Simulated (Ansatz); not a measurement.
# SiHO2 (doublet): wave-function methods side by side at a displaced geometry (v2), cc-pVDZ

Aim: climb from Hartree-Fock through coupled cluster for SiHO2 (doublet) at one geometry and basis, and see what each rung misses.

Program: Ansatz 0.2.0, Gaussian basis. Level of theory: cc-pVDZ, core rule «outside noble gas», up to 7 orbitals frozen. These are calculated values, not measurements.

The runs, in order: UHF; CCSD(T) on ROHF; CCSD(T) on UHF; BCCD(T) on ROHF; CISD; CCSDT(Q) on ROHF; CCSDT(Q) on UHF.

16 further runs of the same task are left out: 3 for a known fault of the program, 4 that didn't finish, 9 set aside as unsound or not needed.

## (1) What is computed

The geometry is a PBE0/def2-TZVP stationary point (not a proven minimum) with its atoms shifted at random (size 0.100 Å).

4 atoms, charge 0, spin multiplicity 2.

Atoms are counted from 1 here; the program's logs count them from 0.

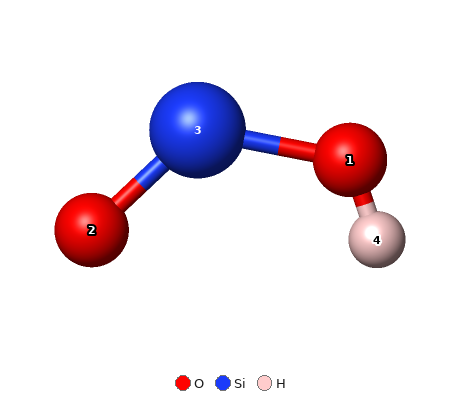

The geometry (oxygen red, silicon blue, hydrogen pink); atoms are numbered from 1 in the order of the file.

In the tables R marks a restricted open-shell determinant and U an unrestricted one; energies count from the table's Hartree-Fock row.

## (2) UHF

File in.yaml:

```yaml
crystal:
  periodic: [false, false, false]
  atoms:
    - {symbol: O, position_ang: [0.083836, 0.210030, 1.429665]}
    - {symbol: O, position_ang: [-0.081038, 0.425173, -1.378521]}
    - {symbol: Si, position_ang: [-0.004418, -0.400984, -0.084707]}
    - {symbol: H, position_ang: [0.078691, 1.090311, 1.548461]}
basis:
  gaussian: {orbitals: cc-pVDZ}
magnetization: {spin_polarized: true, initial_magnetization: 1}
hamiltonian: {xc: hf}
output: {orbitals: {seedname: orbitals}}
```

Launch:

```sh
$ ansatz run in.yaml --threads 1 --pin off --events-out ev --progress --plain --max-ram 2393MiB
```

Output:

```text
Functional definition: HF
  name "HF"
  cite "Fock, Z. Phys. 61, 126 (1930) doi:10.1007/BF01340294"
  parent pbe
  exchange = exact_x
  correlation = 0
483 factors; integrals over basis functions are off by at most 1.5e-3 eV
mean field evaluation 1: about -11946.8142 eV, gradient 3.5e1 eV
mean field evaluation 2: about -11946.8626 eV, gradient 3.5e1 eV
mean field evaluation 4: about -11952.0105 eV, gradient 4.0e0 eV
mean field evaluation 8: about -11952.1459 eV, gradient 5.4e-1 eV
mean field evaluation 16: about -11952.1530 eV, gradient 1.2e-4 eV
mean field evaluation 32: about -11952.1402 eV, gradient 3.3e-1 eV
mean field evaluation 64: about -11950.4310 eV, gradient 5.0e-1 eV
mean field evaluation 96: about -11946.8142 eV, gradient 3.5e1 eV
mean field -11952.15301752 eV, -439.2335219335 hartree, gradient 2.7e-5 eV, S^2 0.768927; 0 other end points of the search recorded, 0 dependent functions left out
reference -11952.15301752 eV, -439.2335219335 hartree; 16, 15 occupied and 35, 36 virtual orbitals, 483 factors
Total energy: -11952.15301752 eV, -439.2335219335 hartree
```

It took 0.78 s on 1 thread of Arm Neoverse V2, shared host.

From the report: ⟨S²⟩ of the determinant 0.769 (pure doublet: 0.75).

## (3) CCSD(T) on ROHF

in.yaml, as its differences from that of step 2:

```diff
@@ -9,4 +9,3 @@
   gaussian: {orbitals: cc-pVDZ}
-magnetization: {spin_polarized: true, initial_magnetization: 1}
-hamiltonian: {xc: hf}
-output: {orbitals: {seedname: orbitals}}
+magnetization: {spin_polarized: false, initial_magnetization: 1}
+correlation: {method: ccsd_t, electrons: outside_noble_gas}
```

The command is unchanged.

Output, shortened:

```text
Functional definition: HF
  name "HF"
  cite "Fock, Z. Phys. 61, 126 (1930) doi:10.1007/BF01340294"
  parent pbe
[...]
483 factors; integrals over basis functions are off by at most 1.5e-3 eV
[...]
mean field -11952.04477929 eV, -439.2295442521 hartree, gradient 2.6e-6 eV, S^2 0.750000; 5 other end points of the search recorded, 0 dependent functions left out
[...]
determinant -11952.04477929 eV, -439.2295442521 hartree, with singles and doubles -11964.58713012 eV, -439.6904671434 hartree
determinant -11950.35477951 eV, -439.1674379056 hartree, with singles and doubles -11962.12664602 eV, -439.6000460207 hartree
7 core orbitals not correlated: weight in the atoms' cores, before any rotation towards them, 1.000 or more for the frozen orbitals, at most 0.000 for the correlated occupied ones
reference -11952.04477929 eV, -439.2295442521 hartree; 9, 8 occupied and 35, 36 virtual orbitals, 483 factors
second order -12.32870007 eV of doubles, -0.04593756 eV of singles
cycle   1  -12.54723032 eV  change   -4.9e-3 eV  update   4.9e-3
[...]
cycle  11  -12.55333504 eV  change   -6.0e-6 eV  update   2.3e-6
perturbative correction -0.40416805 eV, -0.0148529021 hartree
Total energy: -11965.00228239 eV, -439.7057237080 hartree
```

It took 4.5 s on 1 thread of Arm Neoverse V2, shared host.

From the report: correlation -12.9575 eV; T1 0.035; largest double amplitude 0.06.

## (4) CCSD(T) on UHF

in.yaml, as its differences from that of step 3:

```diff
@@ -9,3 +9,3 @@
   gaussian: {orbitals: cc-pVDZ}
-magnetization: {spin_polarized: false, initial_magnetization: 1}
+magnetization: {spin_polarized: true, initial_magnetization: 1}
 correlation: {method: ccsd_t, electrons: outside_noble_gas}
```

The command is unchanged.

Output, shortened:

```text
Functional definition: HF
  name "HF"
  cite "Fock, Z. Phys. 61, 126 (1930) doi:10.1007/BF01340294"
  parent pbe
[...]
483 factors; integrals over basis functions are off by at most 1.5e-3 eV
[...]
mean field -11952.15301752 eV, -439.2335219335 hartree, gradient 4.1e-6 eV, S^2 0.768927; 8 other end points of the search recorded, 0 dependent functions left out
determinant -11952.15301752 eV, -439.2335219335 hartree, with singles and doubles -11964.60337823 eV, -439.6910642503 hartree
determinant -11950.44459914 eV, -439.1707387162 hartree, with singles and doubles -11962.12842601 eV, -439.6001114339 hartree
determinant -11949.12307425 eV, -439.1221735723 hartree, with singles and doubles -11960.23859104 eV, -439.5306612799 hartree
7 core orbitals not correlated: weight in the atoms' cores, before any rotation towards them, 1.000 or more for the frozen orbitals, at most 0.000 for the correlated occupied ones
reference -11952.15301752 eV, -439.2335219335 hartree; 9, 8 occupied and 35, 36 virtual orbitals, 483 factors
second order -12.25184011 eV of doubles, -0.00000000 eV of singles
cycle   1  -12.45169526 eV  change   -1.3e-3 eV  update   2.4e-3
[...]
cycle   9  -12.45256434 eV  change    3.3e-6 eV  update   4.4e-6
perturbative correction -0.39343091 eV, -0.0144583194 hartree
Total energy: -11964.99901277 eV, -439.7056035517 hartree
```

Run time: 5 s. Hardware: 1 thread of Arm Neoverse V2, shared host.

From the report: ⟨S²⟩ of the determinant 0.769 (pure doublet: 0.75); correlation -12.8460 eV; T1 0.026; largest double amplitude 0.06.

## (5) BCCD(T) on ROHF

in.yaml, as its differences from that of step 4:

```diff
@@ -9,3 +9,3 @@
   gaussian: {orbitals: cc-pVDZ}
-magnetization: {spin_polarized: true, initial_magnetization: 1}
-correlation: {method: ccsd_t, electrons: outside_noble_gas}
+magnetization: {spin_polarized: false, initial_magnetization: 1}
+correlation: {method: bccd_t, electrons: outside_noble_gas}
```

Same command.

Output, shortened:

```text
Functional definition: HF
  name "HF"
  cite "Fock, Z. Phys. 61, 126 (1930) doi:10.1007/BF01340294"
  parent pbe
[...]
483 factors; integrals over basis functions are off by at most 1.5e-3 eV
[...]
mean field -11952.04477929 eV, -439.2295442521 hartree, gradient 2.6e-6 eV, S^2 0.750000; 5 other end points of the search recorded, 0 dependent functions left out
[...]
determinant -11952.04477929 eV, -439.2295442521 hartree, with singles and doubles -11964.58713012 eV, -439.6904671434 hartree
determinant -11950.35477951 eV, -439.1674379056 hartree, with singles and doubles -11962.12664602 eV, -439.6000460207 hartree
7 core orbitals not correlated: weight in the atoms' cores, before any rotation towards them, 1.000 or more for the frozen orbitals, at most 0.000 for the correlated occupied ones
reference -11952.04477929 eV, -439.2295442521 hartree; 9, 8 occupied and 35, 36 virtual orbitals, 483 factors
second order -12.32870007 eV of doubles, -0.04593756 eV of singles
cycle   1  -12.46677649 eV  change    7.6e-2 eV  update   3.4e-2
[...]
cycle  12  -12.49921180 eV  change   -4.8e-6 eV  update   1.4e-5
perturbative correction -0.45861374 eV, -0.0168537441 hartree
Total energy: -11965.00260484 eV, -439.7057355578 hartree
```

It took 5 s on 1 thread of Arm Neoverse V2, shared host.

From the report: correlation -12.9578 eV; largest double amplitude 0.06.

## (6) CISD

in.yaml, as its differences from that of step 5:

```diff
@@ -10,2 +10,2 @@
 magnetization: {spin_polarized: false, initial_magnetization: 1}
-correlation: {method: bccd_t, electrons: outside_noble_gas}
+correlation: {active_space: {ras: {orbitals: [8, 1, 35], electrons: 17, max_holes: 2, max_particles: 2}, fixed_orbitals: true}}
```

Same command.

Output:

```text
Functional definition: HF
  name "HF"
  cite "Fock, Z. Phys. 61, 126 (1930) doi:10.1007/BF01340294"
  parent pbe
  exchange = exact_x
  correlation = 0
483 factors; integrals over basis functions are off by at most 1.5e-3 eV
mean field evaluation 1: about -11946.7931 eV, gradient 4.8e1 eV
mean field evaluation 2: about -11946.8407 eV, gradient 4.8e1 eV
mean field evaluation 4: about -11951.7936 eV, gradient 8.7e0 eV
mean field evaluation 8: about -11952.0143 eV, gradient 1.1e0 eV
mean field evaluation 16: about -11952.0448 eV, gradient 2.5e-6 eV
mean field evaluation 32: about -11950.6060 eV, gradient 1.6e0 eV
mean field -11952.04477929 eV, -439.2295442521 hartree, gradient 2.6e-6 eV, S^2 0.750000; 4 other end points of the search recorded, 0 dependent functions left out
reference -11952.04477929 eV, -439.2295442521 hartree; 16, 15 occupied and 35, 36 virtual orbitals, 483 factors
state -11963.29037309 eV, -439.6428122017 hartree
Total energy: -11963.29037309 eV, -439.6428122017 hartree
```

Run time: 12 s. Hardware: 1 thread of Arm Neoverse V2, shared host.

From the report: 202,764 determinants.

## (7) CCSDT(Q) on ROHF

in.yaml, as its differences from that of step 6:

```diff
@@ -10,2 +10,2 @@
 magnetization: {spin_polarized: false, initial_magnetization: 1}
-correlation: {active_space: {ras: {orbitals: [8, 1, 35], electrons: 17, max_holes: 2, max_particles: 2}, fixed_orbitals: true}}
+correlation: {method: ccsdt_q, electrons: outside_noble_gas}
```

The command is unchanged.

Output, shortened:

```text
Functional definition: HF
  name "HF"
  cite "Fock, Z. Phys. 61, 126 (1930) doi:10.1007/BF01340294"
  parent pbe
[...]
902 factors; integrals over basis functions are off by at most 1.4e-7 eV
[...]
mean field -11952.04496680 eV, -439.2295511430 hartree, gradient 2.4e-6 eV, S^2 0.750000; 4 other end points of the search recorded, 0 dependent functions left out
[...]
7 core orbitals not correlated: weight in the atoms' cores, before any rotation towards them, 1.000 or more for the frozen orbitals, at most 0.000 for the correlated occupied ones
reference -11952.04496680 eV, -439.2295511430 hartree; 9, 8 occupied and 35, 36 virtual orbitals, 902 factors
second order -12.32873155 eV of doubles, -0.04593747 eV of singles
cycle   1  -11.97865977 eV  change    4.0e-1 eV  update   1.5e-1
[...]
cycle  20  -12.98124808 eV  change   -2.0e-6 eV  update   1.5e-6
perturbative correction -0.04673002 eV, -0.0017172964 hartree
Total energy: -11965.07294490 eV, -439.7083205073 hartree
```

It took 4.6 min on 1 thread of Arm Neoverse V2, shared host; peak memory 1.5 GiB.

From the report: correlation -13.0280 eV; T1 0.036; largest double amplitude 0.07.

## (8) CCSDT(Q) on UHF

in.yaml, as its differences from that of step 7:

```diff
@@ -9,3 +9,3 @@
   gaussian: {orbitals: cc-pVDZ}
-magnetization: {spin_polarized: false, initial_magnetization: 1}
+magnetization: {spin_polarized: true, initial_magnetization: 1}
 correlation: {method: ccsdt_q, electrons: outside_noble_gas}
```

The command is unchanged.

Output, shortened:

```text
Functional definition: HF
  name "HF"
  cite "Fock, Z. Phys. 61, 126 (1930) doi:10.1007/BF01340294"
  parent pbe
[...]
902 factors; integrals over basis functions are off by at most 1.4e-7 eV
[...]
mean field -11952.15320503 eV, -439.2335288246 hartree, gradient 1.5e-6 eV, S^2 0.768928; 8 other end points of the search recorded, 0 dependent functions left out
determinant -11952.15320503 eV, -439.2335288246 hartree, with singles and doubles -11964.60357349 eV, -439.6910714261 hartree
determinant -11950.44478533 eV, -439.1707455584 hartree, with singles and doubles -11962.12863520 eV, -439.6001191214 hartree
determinant -11949.12330303 eV, -439.1221819798 hartree, with singles and doubles -11960.23880897 eV, -439.5306692886 hartree
7 core orbitals not correlated: weight in the atoms' cores, before any rotation towards them, 1.000 or more for the frozen orbitals, at most 0.000 for the correlated occupied ones
reference -11952.15320503 eV, -439.2335288246 hartree; 9, 8 occupied and 35, 36 virtual orbitals, 902 factors
second order -12.25187212 eV of doubles, -0.00000000 eV of singles
cycle   1  -11.92210269 eV  change    3.3e-1 eV  update   1.4e-1
[...]
cycle  21  -12.87260073 eV  change   -2.7e-7 eV  update   1.1e-6
perturbative correction -0.06102902 eV, -0.0022427751 hartree
Total energy: -11965.08683479 eV, -439.7088309513 hartree
```

It took 4.1 min on 1 thread of Arm Neoverse V2, shared host; peak memory 1.2 GiB.

From the report: ⟨S²⟩ of the determinant 0.769 (pure doublet: 0.75); correlation -12.9336 eV; T1 0.026; largest double amplitude 0.07.

## (9) All levels against the top one

The yardstick is UCCSDT(Q), where the cluster series has nearly closed. Rows without a time come out of other runs: HF, MP2 and CCSD of CCSD(T), CCSDT of CCSDT(Q).

Differences are taken before rounding.

```tsv
method	energy from the lowest RHF (kcal/mol)	from UCCSDT(Q) (kcal/mol)	time
RHF	0.00	+300.76	
UHF	-2.50	+298.26	
RMP2	-285.37	+15.39	
UMP2	-285.03	+15.73	
CISD	-259.33	+41.43	12 s
RCCSD	-289.49	+11.27	
UCCSD	-289.66	+11.10	
RCCSD(T)	-298.81	+1.95	4.5 s
UCCSD(T)	-298.73	+2.03	5 s
BCCD(T)	-298.81	+1.94	5 s
RCCSDT	-299.36	+1.40	
UCCSDT	-299.35	+1.41	
RCCSDT(Q)	-300.44	+0.32	4.6 min
UCCSDT(Q)	-300.76	0	4.1 min
```

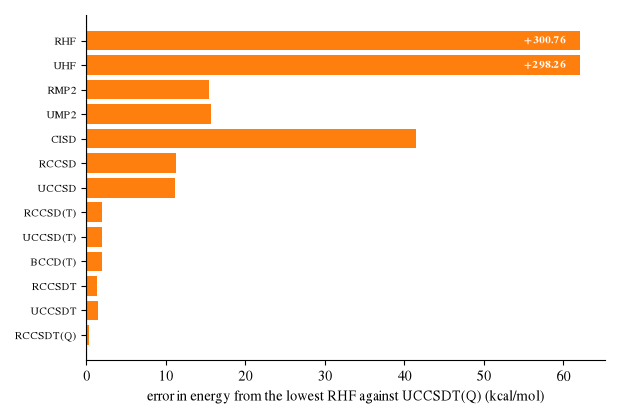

Deviations from UCCSDT(Q), method by method. Bars with a number in them are cut short.

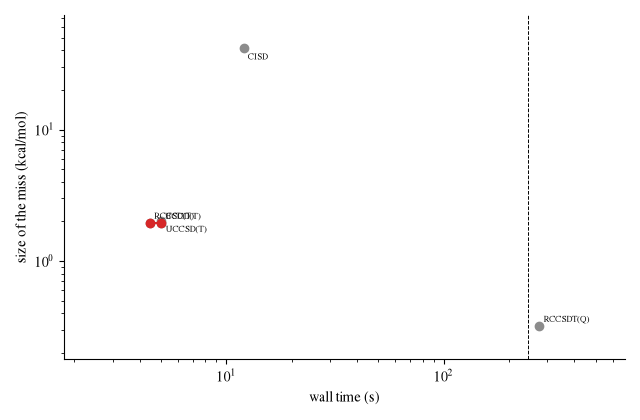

Accuracy for the time spent; red marks the levels that beat every quicker one drawn (of those quicker than the yardstick), and the dashed line is the time of UCCSDT(Q). Times are from a shared host.

## (10) Results

| quantity | value |
| --- | --- |
| UCCSDT(Q) below the RHF energy | -13.0421 eV |
| RMP2 from UCCSDT(Q) | +15.39 kcal/mol |
| UMP2 from UCCSDT(Q) | +15.73 kcal/mol |
| RCCSD from UCCSDT(Q) | +11.27 kcal/mol |
| RCCSD(T) from UCCSDT(Q) | +1.95 kcal/mol |
| UCCSD(T) from UCCSDT(Q) | +2.03 kcal/mol |
| RCCSDT(Q) from UCCSDT(Q) | +0.32 kcal/mol |
| levels within 1 kcal/mol (43 meV) | RCCSDT(Q) |
| T1 diagnostic | 0.035 |

What this shows: RCCSD(T) lands +1.95 kcal/mol from the yardstick (0.6 % of the correlation energy). These misses are within one basis, not against nature; the frozen cores of restricted and unrestricted runs differ, which can shift their rows.

BCCD(T) reaches 1.94 kcal/mol from the reference in 5 s, where UCCSDT(Q) took 4.1 min; the quickest level in the cost chart, RCCSD(T), takes 4.5 s and misses by 1.95 kcal/mol.
